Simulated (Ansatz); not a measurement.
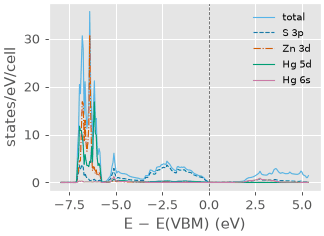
Figure: Total and projected density of states of ZnHgS$_{2}$ in space group R3m (No. 160; Zn on 3a, Hg on 3a, S on 3a, S on 3a), PBEsol in the plane-wave PAW code Ansatz

Q: Which orbitals carry the states next to the gap?

A: Top 1 eV of the valence band: S 3p 83 %, Hg 5d 11 %. Bottom 1 eV of the conduction band: S 3p 30 %, Hg 6s 30 %, S 3s 19 %, Zn 4s 18 %. Projections are on Löwdin-orthogonalised atomic valence shells; empty p or d shells of many metals are not among them.

Q: Where is the tallest occupied peak in this window, and what makes it?

A: Near -6.4 eV, about 36 states/eV per cell; the largest projected share is Zn 3d.

The workflow started from a Materials Project entry (that database holds measured and hypothetical structures alike); the Crystallography Open Database copy checked does not list it. Whether it is the stable phase at ambient conditions was not checked. The PBEsol relaxation kept the symmetry of its start; of distortions, only those at the zone centre were tested. Scalar-relativistic: spin–orbit coupling is off unless named, which matters more the heavier the elements.

Potentials: the later of the program's two PAW sets.
